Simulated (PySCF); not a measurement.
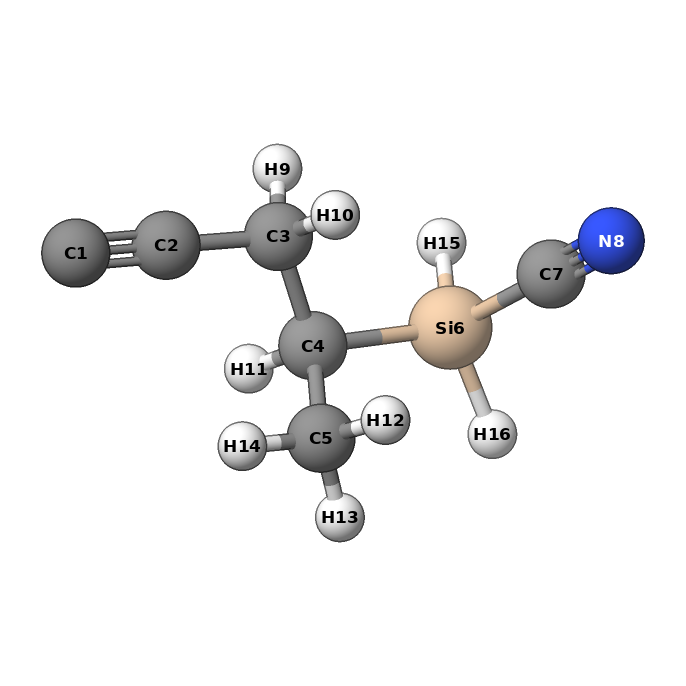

State: neutral, doublet. Computed geometry: GFN2-xTB optimisation. No frequency run is at hand to confirm it as a minimum. Method: UKS B3LYP, pcH-1 on C H N Si, non-relativistic (PySCF 2.14.0). Fermi-contact and spin-dipolar terms alone, no spin-orbit part.

### Which nucleus has the largest dipolar (anisotropic) hyperfine coupling?

13C at C1: principal values −53.8, −53.4, 107.1 MHz.

List the isotropic and dipolar parts for the most strongly coupled nuclei, one of each equivalent set.

```csv
atom,isotope,a_iso (MHz),dipolar part (MHz)
C1,13C,1042.8,"−53.8, −53.4, 107.1"
C2,13C,201.4,"−25.8, −25.1, 50.9"
C3,13C,13.0,"−2.9, −2.8, 5.7"
H14,1H,0.4,"−2.1, −1.8, 3.9"
H10,1H,−14.7,"−2.1, −1.2, 3.3"
H9,1H,−11.8,"−2.1, −0.8, 2.8"
H11,1H,1.0,"−1.4, −1.1, 2.5"
H12,1H,0.0,"−0.8, −0.7, 1.5"
```

The geometry is semi-empirical. Around Si such bond lengths and angles can be off by a tenth of an ångström or more and by several degrees, and values that hang on the shape move with them.
